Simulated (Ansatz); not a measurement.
# Fields on a plane of HfO2 (baddeleyite type, space group P2_1/c)

```yaml
crystal:
  lattice:
    - [5.16167, 0.00000, 0.00000]
    - [0.00000, 5.21254, 0.00000]
    - [-0.89783, 0.00000, 5.27699]
  atoms:
    - { symbol: Hf, position: [0.27573, 0.04291, 0.20837] }
    - { symbol: Hf, position: [0.72427, 0.54291, 0.29163] }
    - { symbol: Hf, position: [0.72427, 0.95709, 0.79163] }
    - { symbol: Hf, position: [0.27573, 0.45709, 0.70837] }
    - { symbol: O, position: [0.06716, 0.32866, 0.34845] }
    - { symbol: O, position: [0.93284, 0.82866, 0.15155] }
    - { symbol: O, position: [0.93284, 0.67134, 0.65155] }
    - { symbol: O, position: [0.06716, 0.17134, 0.84845] }
    - { symbol: O, position: [0.44917, 0.75722, 0.47666] }
    - { symbol: O, position: [0.55083, 0.25722, 0.02334] }
    - { symbol: O, position: [0.55083, 0.24278, 0.52334] }
    - { symbol: O, position: [0.44917, 0.74278, 0.97666] }
```

The slice is a (100) plane (indices of the conventional cell) through the point (0.276, 0.043, 0.208) (fractional), spanned by u = [010] and v = [001] in vectors of this cell: u (5.21 Å) and v (5.35 Å, at 90° to u). It covers one period; positions are fractions (u, v).

Atoms on it: Hf at (0.00, 0.00); Hf at (0.41, 0.50). Other atoms lie within 1 Å of the plane.

All values below come from PBE (plane waves to 420 eV, PAW, scalar-relativistic; Ansatz, a quantum-chemistry and plane-wave program). k mesh 5×5×5. Inside the PAW spheres the values are not all-electron values, and peaks at nuclei hang on which shells count as valence. HfO2 is run without spin polarisation. HfO2 was relaxed with its symmetry unable to fall. Spin-orbit coupling is left out, though Hf is heavy. The PAW data are Ansatz's earlier set.

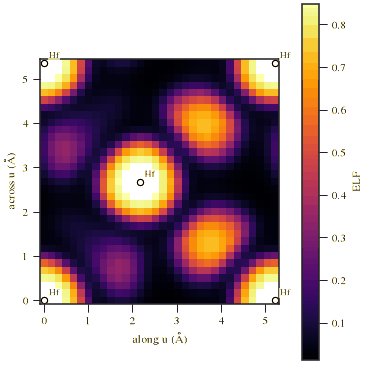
*Electron localisation function (ELF), one period of the plane, atoms marked. Points within 0.4 Å of a nucleus are left white, as the pseudised field means little there.*

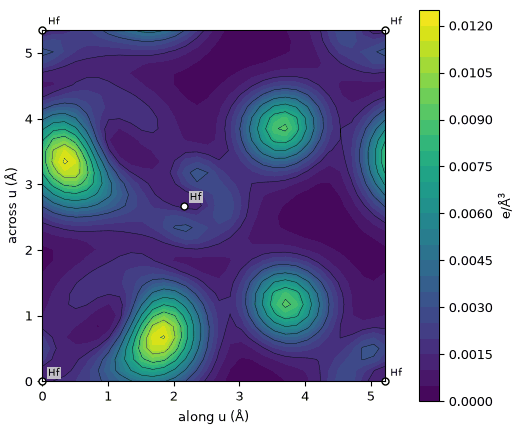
Figure: Density of the highest valence band (whole band, smooth part) in e/Å³, one period of the plane, atoms marked.
